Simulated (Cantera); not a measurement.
Charge: 1 mol Ca(OH)2, 1.2 mol H2O, equilibrated at 1 atm.

Method: chemical equilibrium by Gibbs-energy minimisation in Cantera with the NASA 1993 tables (ideal gas, pure condensed phases). Candidate condensed phases: Ca, CaO, Ca(OH)2, H2O; 14 gas species. Equilibrium is a limit: real reactors are often held back by kinetics, nucleation or transport.

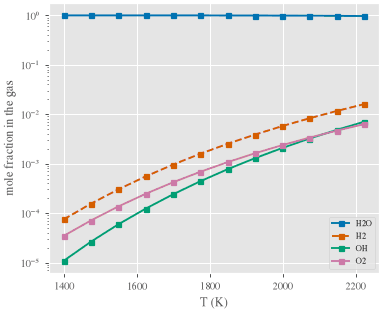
Figure: Equilibrium gas composition (values under 1e-9 drawn at 1e-9)

**Question.** Read off the mole fractions at 1398 K.

**Answer.** H2O about 1.00, H2 about 7.4e-5, O2 about 3.4e-5, OH about 1.1e-5.
